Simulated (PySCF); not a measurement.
# One shape, several levels: SiCNClF2 (SMILES N#C[Si](F)(F)Cl)

Wanted: a comparison of 5 runs (PBE0/STO-3G, B3LYP/6-31G*, PBE0/def2-SVP, PBE0/cc-pVTZ) of SiCNClF2. Input form: a Python script.

Program for the calculation: PySCF 2.14.0.

## (1) The system as given

SiCNClF2: 6 atoms, total charge 0, spin state singlet. SMILES: `N#C[Si](F)(F)Cl`. The coordinates come from a PBE0-D4/def2-TZVP relaxation.

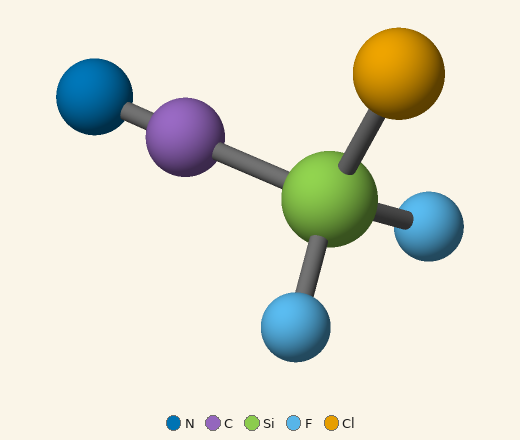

Viewed from a chosen angle; nitrogen blue, carbon purple, silicon green, fluorine blue, chlorine amber.

## (2) Energy and gradient at PBE0/STO-3G (run 1)

Contents of calc.py:

```python
from pyscf import gto, dft

mol = gto.Mole()
mol.atom = '''
N      3.638479    -2.063959     2.035991
C      1.946607    -1.151410     1.020452
Si    -0.745308     0.333915    -0.548587
F     -2.811724    -1.739115    -0.997208
F      0.165540     1.359091    -3.172850
Cl    -2.114415     3.140536     1.574898
'''
mol.basis = 'sto-3g'
mol.verbose = 3
mol.unit = 'bohr'
mol.max_memory = 1860
mol.build()

mf = dft.RKS(mol, xc='pbe0')
mf.grids.level = 5
mf.conv_tol = 1e-10
mf.kernel()
if not mf.converged:
    mf = mf.newton().run(mf.mo_coeff, mf.mo_occ)

energy = mf.e_tot
print('E(%s) = %.9f' % ('PBE0', energy))
grad = mf.nuc_grad_method().kernel()
mf.analyze()
```

Command:

```console
OMP_NUM_THREADS=1 python calc.py
```

The log of the run:

```text
converged SCF energy = -1029.34398156545
[... 13 lines left out ...]
MO #3   energy= -24.465243992916   occ= 2
[... 6 lines left out ...]
MO #10  energy= -7.05611251686451  occ= 2
[... 6 lines left out ...]
MO #17  energy= -0.916039712019843 occ= 2
[... 6 lines left out ...]
MO #24  energy= -0.326106290085456 occ= 2
[... 6 lines left out ...]
MO #31  energy= -0.279770354455253 occ= 2
[... 6 lines left out ...]
MO #38  energy= 0.925338756965527  occ= 0
[... 7 lines left out ...]
Dipole moment(X, Y, Z, Debye): -1.19395, -0.25585, -1.99957
```

It took 17 s on 1 thread of Intel Xeon at 2.70GHz, shared host; peak memory 0.43 GiB.

## (3) Energy and forces at B3LYP/6-31G(d) (spherical functions) (run 2)

Contents of start.xyz:

```xyz
6

N      1.925400    -1.092200     1.077400
C      1.030100    -0.609300     0.540000
Si    -0.394400     0.176700    -0.290300
F     -1.487900    -0.920300    -0.527700
F      0.087600     0.719200    -1.679000
Cl    -1.118900     1.661900     0.833400
```

Contents of run.py:

```python
# N#C[Si](F)(F)Cl
from pyscf import gto, dft

molecule = gto.Mole()
molecule.atom = 'start.xyz'
molecule.basis = '6-31g*'
molecule.max_memory = 1860
molecule.verbose = 4
molecule.build()

mf = dft.RKS(molecule)
mf.xc = 'b3lyp'
mf.grids.level = 5
mf.conv_tol = 1e-10
mf.kernel()
if not mf.converged:
    mf = mf.newton().run(mf.mo_coeff, mf.mo_occ)

etot = mf.e_tot
print(f'total energy: {etot:.8f} hartree')
grad = mf.nuc_grad_method().kernel()
dip = mf.dip_moment()
pop, q = mf.mulliken_pop()
```

Command:

```console
OMP_NUM_THREADS=1 python run.py
```

The log of the run:

```text
PySCF version 2.14.0

[... 76 lines left out ...]
converged SCF energy = -1042.38154526834
total energy: -1042.38154527 hartree
[... 13 lines left out ...]
Dipole moment(X, Y, Z, Debye): -1.38187,  0.94806, -0.54243
[... 99 lines left out ...]
charge of    5Cl =     -0.16169
```

It took 45 s on 1 thread of Intel Xeon at 2.70GHz, shared host; peak memory 0.9 GiB.

Run 3 isn't shown in full; the table further down has it.

## (4) Energy and forces at B3LYP/6-31G(d) (Cartesian functions) (run 4)

Contents of input.py:

```python
# N#C[Si](F)(F)Cl
import pyscf.grad
from pyscf import gto, dft

mol = gto.M(
    atom='''
N      1.925400    -1.092200     1.077400
C      1.030100    -0.609300     0.540000
Si    -0.394400     0.176700    -0.290300
F     -1.487900    -0.920300    -0.527700
F      0.087600     0.719200    -1.679000
Cl    -1.118900     1.661900     0.833400
''',
    cart=True,
    charge=0,
    max_memory=1860,
    basis='6-31g*',
    verbose=4,
)

myscf = dft.RKS(mol, xc='b3lyp')
myscf.grids.level = 5
myscf.conv_tol = 1e-10
myscf.kernel()
if not myscf.converged:
    myscf = myscf.newton().run(myscf.mo_coeff, myscf.mo_occ)

etot = myscf.e_tot
print('Final energy', etot)
grad = myscf.Gradients().kernel()
myscf.analyze()
```

Command:

```console
OMP_NUM_THREADS=1 python input.py
```

The log of the run:

```text
PySCF version 2.14.0

[... 108 lines left out ...]
MO #8   energy= -7.26823104740492  occ= 2
[... 17 lines left out ...]
MO #26  energy= -0.447556805207597 occ= 2
[... 17 lines left out ...]
MO #44  energy= 0.445697237931493  occ= 0
[... 17 lines left out ...]
MO #62  energy= 1.11333248112161   occ= 0
[... 17 lines left out ...]
MO #80  energy= 1.81802905599231   occ= 0
[... 17 lines left out ...]
MO #98  energy= 4.42908467999962   occ= 0
[... 107 lines left out ...]
Dipole moment(X, Y, Z, Debye): -1.38461,  0.95458, -0.53690
```

It took 51 s on 1 thread of Intel Xeon at 2.70GHz, shared host; peak memory 0.97 GiB.

## (5) Energy and forces at PBE0/cc-pVTZ (run 5)

Contents of run.py:

```python
# N#C[Si](F)(F)Cl
import pyscf.grad
from pyscf import gto, dft

molecule = gto.M(
    atom=[
    ('N', (1.925400, -1.092200, 1.077400)),
    ('C', (1.030100, -0.609300, 0.540000)),
    ('Si', (-0.394400, 0.176700, -0.290300)),
    ('F', (-1.487900, -0.920300, -0.527700)),
    ('F', (0.087600, 0.719200, -1.679000)),
    ('Cl', (-1.118900, 1.661900, 0.833400)),
],
    basis='cc-pvtz',
    charge=0,
    max_memory=1860,
    spin=0,
    verbose=4,
)

myscf = dft.RKS(molecule, xc='pbe0')
myscf.conv_tol = 1e-10
myscf.grids.level = 5
myscf.kernel()
if not myscf.converged:
    myscf = myscf.newton().run(myscf.mo_coeff, myscf.mo_occ)

e_final = myscf.e_tot
print(f'total energy: {e_final:.8f} hartree')
grad = myscf.Gradients().kernel()
dip = myscf.dip_moment()
pop, q = myscf.mulliken_pop()
```

Command:

```console
OMP_NUM_THREADS=1 python run.py
```

The log of the run:

```text
PySCF version 2.14.0

[... 75 lines left out ...]
converged SCF energy = -1041.98108348154
total energy: -1041.98108348 hartree
[... 13 lines left out ...]
Dipole moment(X, Y, Z, Debye): -1.58081,  1.23829, -0.40138
[... 195 lines left out ...]
charge of    5Cl =     -0.11705
```

Run time: 3.4 min. Hardware: 1 thread of Intel Xeon at 2.70GHz, shared host; peak memory 2.7 GiB.

## (6) All runs side by side

```
run                               level  Cartesian functions   energy (Eh)  dipole moment (D)  HOMO energy (eV)  LUMO energy (eV)  wall time
  1                         PBE0/STO-3G                   no  -1029.343982               2.34             -7.61              2.68       17 s
  2  B3LYP/6-31G* (spherical functions)                   no  -1042.381545               1.76            -10.04             -1.29       45 s
  3                       PBE0/def2-SVP                   no  -1041.360674               1.87            -10.43             -1.19       50 s
  4  B3LYP/6-31G* (Cartesian functions)                  yes  -1042.392151               1.77            -10.04             -1.30       51 s
  5                        PBE0/cc-pVTZ                   no  -1041.981083               2.05            -10.49             -1.34    3.4 min
```

## (7) What came out

| quantity | value |
| --- | --- |
| run 5: total energy | -1041.98108 Eh |
| run 5: dipole moment | 2.05 D |
| run 5: HOMO energy | -10.49 eV |
| run 5: LUMO energy | -1.34 eV |
| run 5: HOMO–LUMO gap | 9.15 eV |
| run 5: largest force on an atom | 0.362 eV/Å |

The dipole moment (its size) runs from 1.76 D (B3LYP/6-31G*) to 2.34 D (PBE0/STO-3G). The two ends differ in method and basis. The HOMO–LUMO gap runs from 8.74 eV (B3LYP/6-31G*) to 10.29 eV (PBE0/STO-3G). Totals of different functionals can't be ranked against each other. In run 1 the basis is minimal, so the values are rough. All runs together took 6.1 min, the longest 3.4 min.
